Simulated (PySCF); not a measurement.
# BBr4: the cost of one run

Programs: PySCF 2.14.0, with density-fitted response routines of our own. Each step states its level of theory. These are calculated values for one molecule, in the gas phase or a continuum, unless marked as measured. Atoms count from 0, in the outputs and in this text.

### Step 1. The molecule as given

5 atoms, charge -1, multiplicity 1; geometry from: GFN2-xTB. The atoms were then displaced at random by about 0.01 Å, so the start is not that level's minimum.

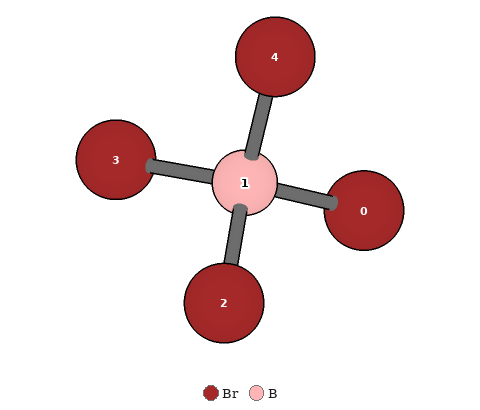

As it starts; bromine red, boron pink, atoms numbered.

### Step 2. Relaxing the molecule at PBE0-D3(BJ)/def2-TZVP

Job settings and geometry (Å):

```
{"job": {"xc": "PBE0", "basis": "def2-TZVP", "d3": "d3bj", "grid": 2, "shake": 0.01, "kind": "geom"}, "charge": -1, "multiplicity": 1}
Br    -1.342040    -0.878640     1.230910
B     -0.004260    -0.004110    -0.005880
Br     1.461660     0.828860     1.093390
Br    -0.862770     1.437310    -1.118340
Br     0.780980    -1.417400    -1.237970
```

Run with:

```sh
$ OMP_NUM_THREADS=1 python probes_run.py task.json out
```

This one command runs all jobs of the session in turn.

Q: Estimate the wall time and peak memory of this first job on 1 thread of Intel Xeon Platinum 8259CL at 2.50GHz, shared host.

About 2.8 min, with a peak of 1 GiB.
